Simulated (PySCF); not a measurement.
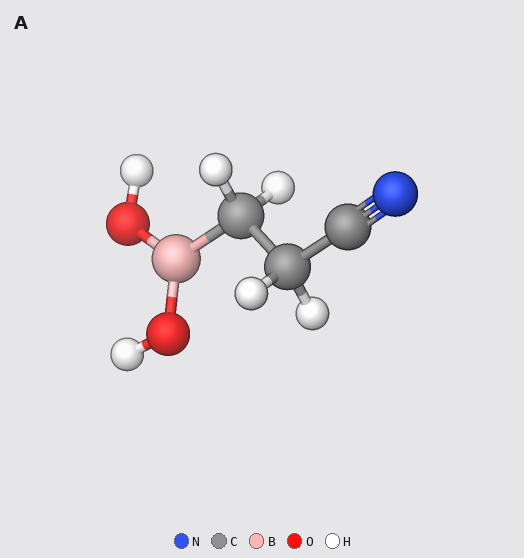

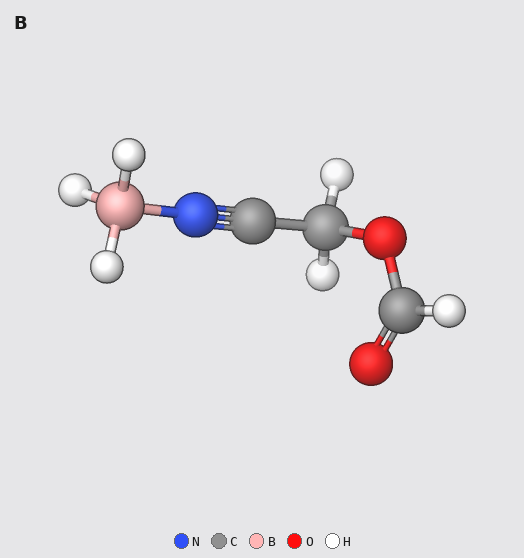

2 stationary structures of one formula. Geometries: PBE0-D3(BJ)/def2-SVP. Electronic energies: PBE0-D3(BJ)/def2-SVP (PySCF 2.14.0), without zero-point energy. No frequency run is at hand to confirm each as a minimum. Each is one conformer, not always the lowest.

> Rank them by energy, lowest first.

A is lowest; B lies 96.2 kcal/mol above it. A is `N#CCCB(O)O`, B is `[BH3-][N+]#CCOC=O`.
